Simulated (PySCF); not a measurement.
**C$_{3}$H$_{7}$O$_{2}$S$_{2}$Si (SMILES O[CH]O[SiH]1SCCS1) (doublet): density, localisation and related maps**

| atom | x (Å) | y (Å) | z (Å) |
| --- | --- | --- | --- |
| O | -2.6612 | 1.1927 | 0.0926 |
| C | -2.9960 | -0.1175 | 0.0454 |
| O | -2.0519 | -1.0655 | 0.1751 |
| Si | -0.4401 | -1.1499 | 0.2725 |
| S | 0.4194 | 0.4934 | 1.3840 |
| C | 1.6724 | 0.9769 | 0.1407 |
| C | 2.1221 | -0.2009 | -0.6948 |
| S | 0.7027 | -0.9826 | -1.5382 |
| H | -1.8605 | 1.3084 | 0.6282 |
| H | -3.8044 | -0.3456 | -0.6303 |
| H | -0.2655 | -2.4203 | 0.9366 |
| H | 2.5104 | 1.3972 | 0.6961 |
| H | 1.2307 | 1.7517 | -0.4866 |
| H | 2.6123 | -0.9584 | -0.0828 |
| H | 2.8052 | 0.1283 | -1.4771 |

Geometry: GFN2-xTB.

Computed with PySCF 2.14.0, density-fitted response routines, UKS B3LYP, pcH-1 on C H O S Si, non-relativistic, mean-field spin-orbit, GIAO.

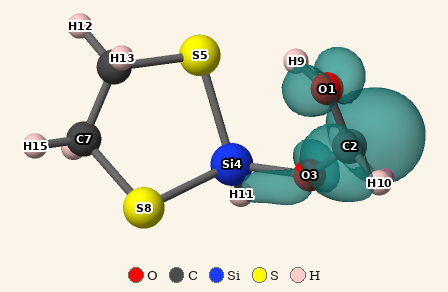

Figure 1. Isosurfaces of the spin density at +0.03 (teal) and −0.03 e/Å³ (pink), seen at a tilt.

> Where is the unpaired spin?

The unpaired spin (1 electron) lies mostly on C2 (about 0.6), O1 (about 0.2) and O3 (about 0.1), in electrons by Hirshfeld's partition.

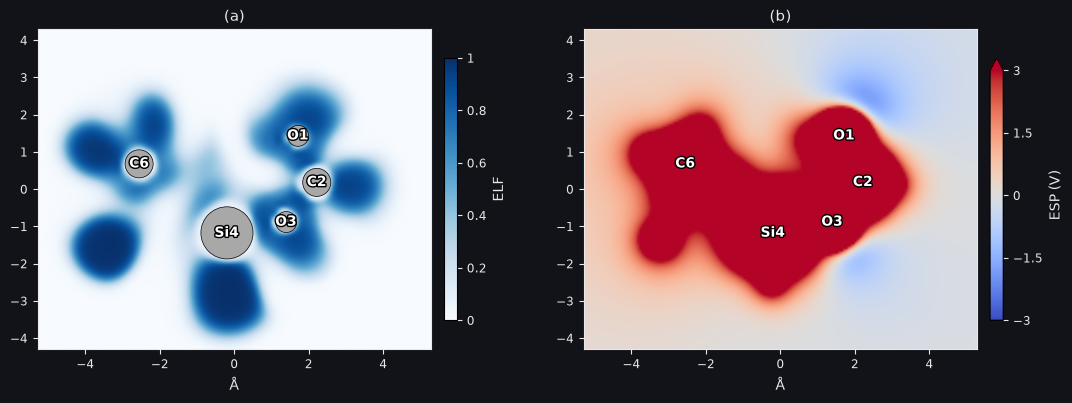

Figure 2. (a) ELF; (b) electrostatic potential on the plane of atoms C2, O3 and Si4. Grey discs cover the atomic cores in the ELF map.

> Read the bonding off the picture.

- Atoms in the plane: O, C and Si.
- C–O (1.34 Å): the ELF peaks at about 0.90 between the atoms: a shared but strongly polarised pair.
- Si–O (1.62 Å): the ELF peaks at about 0.85 between the atoms (a polar covalent bond).
- The ELF also peaks beside O3 and O1, away from the bonds: non-bonding electrons, paired or unpaired.
- Outside the dense part of the molecule the potential is most negative (−1.8 V) near O1.

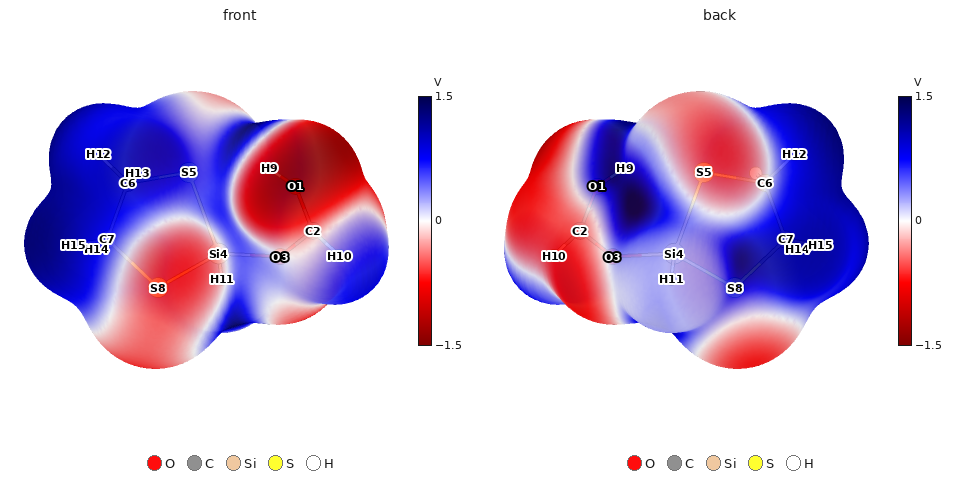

Figure 3. The molecular electrostatic potential painted on the density surface at 0.002 e/bohr³, seen from the front and from behind; red is negative and blue positive.

> Where is the surface potential most negative and most positive?

The most negative region (about −1.4 V) lies over O1, the most positive (about +1.4 V) over Si4 and H9. O1 is the likeliest acceptor of a hydrogen bond.
